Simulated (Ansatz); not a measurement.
**Strength of the C–C bond: C3H2F3N → C2H2N + CF3**

Species: C3H2F3N `N#CCC(F)(F)F`, singlet; C2H2N `[CH2]C#N`, doublet; CF3 (trifluoromethyl radical) `F[C](F)F`, doublet. 

Shapes, held fixed at every level: PBE0-D4/def2-TZVP. Programs: Ansatz 0.2.0. The zero-point and thermal change to 298 K, harmonic and unscaled (PBE0-D4/def2-TZVP), is -17.3 kJ/mol.

```
                level                    kind  ΔH(298 K) (kJ/mol)
          HF/def2-SVP            Hartree–Fock              +254.3
        HF/def2-TZVPP            Hartree–Fock              +239.4
    PBE-D4/def2-TZVPP                     GGA              +342.7
 r2SCAN-D4/def2-TZVPP                meta-GGA              +327.0
  B3LYP-D4/def2-TZVPP           global hybrid              +336.3
r2SCAN0-D4/def2-TZVPP           global hybrid              +329.7
   wB97M-V/def2-TZVPP  range-separated hybrid              +375.3
    B2PLYP/def2-TZVPP           double hybrid              +349.7
```

B2PLYP/def2-TZVPP gives ΔH(298 K) = +349.7 kJ/mol; the levels span +239.4 to +375.3. The median of the levels is +333.0. Hartree–Fock misses the correlation of the pair that is broken and comes out low. No measured value is set beside it here. Spin contamination: C2H2N (⟨S²⟩ up to 0.93). Open shells run unrestricted.

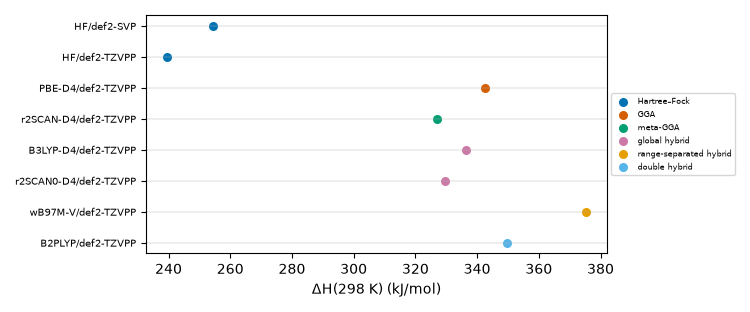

The values of the table, level by level.
